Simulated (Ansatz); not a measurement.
```yaml
atoms:
  - { symbol: Sn, position_ang: [0.0000, 0.0000, 0.0000] }
  - { symbol: Cl, position_ang: [0.0107, -0.0175, 2.3346] }
  - { symbol: Cl, position_ang: [2.1975, 0.0107, -0.7882] }
  - { symbol: Cl, position_ang: [-1.1083, 1.9095, -0.7589] }
  - { symbol: Cl, position_ang: [-1.0999, -1.9028, -0.7875] }
```

Geometry: B3LYP-D4/def2-SVP; core potentials replace the inner electrons of Sn.

Theory: Ansatz, RKS PBE0-D4/def2-TZVP.

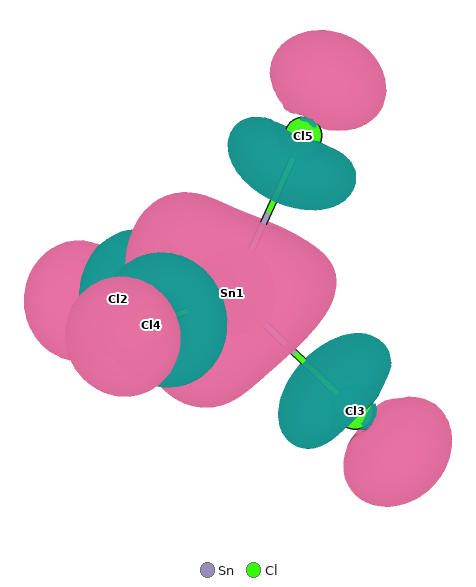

Cl4Sn. One frontier orbital at ±0.1 Å⁻³ᐟ² (teal and pink are the two phases), seen at a tilt.

Which orbital is it: HOMO or LUMO?

The LUMO, at −3.71 eV. It lies mainly on Sn1 (about 35 %), Cl2 (about 15 %), Cl3 (about 15 %), Cl4 (about 15 %) and Cl5 (about 15 %).
